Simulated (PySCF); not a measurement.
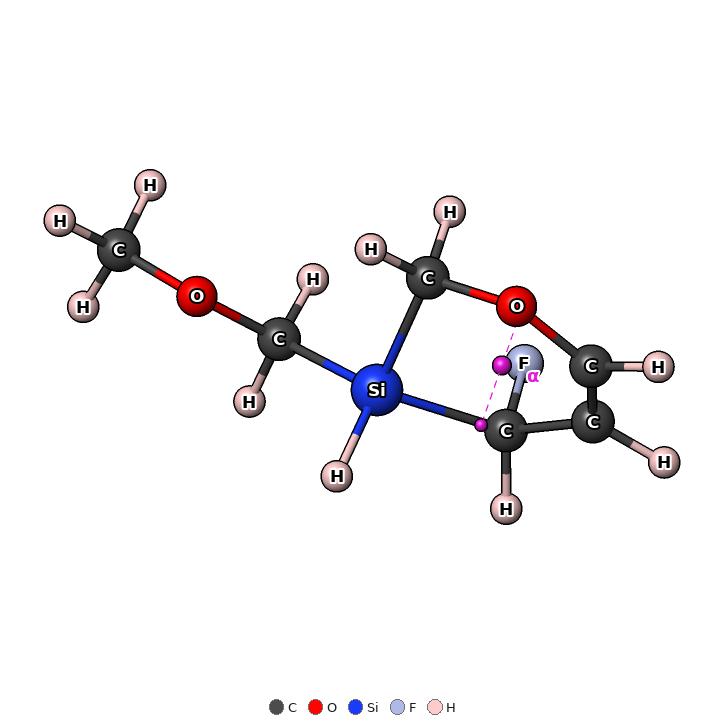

The small points mark where nucleus-independent chemical shifts (NICS) were computed: at the centre of each lettered ring and 1 Å above and below it. The geometry was computed by an optimisation with GFN2-xTB. No frequency run is at hand to confirm it as a minimum. Level of theory: GIAO PBE0/pcSseg-1 NMR shielding, non-relativistic, gas phase (PySCF 2.14.0).

Give NICS(0), NICS(1) and the out-of-plane component NICS(1)zz for each ring (means of the two sides).

```json
{"ring": "α", "members": "C4OSi", "NICS(0)": "0.0", "NICS(1)": "−1.3", "NICS(1)zz": "2.4"}
```

Values in ppm.

**What do the values say about the ring currents?**

Ring α: weak, as in a non-aromatic ring. NICS is one index among several.

The geometry is semi-empirical. Around Si such bond lengths and angles can be off by a tenth of an ångström or more and by several degrees, and values that hang on the shape move with them.
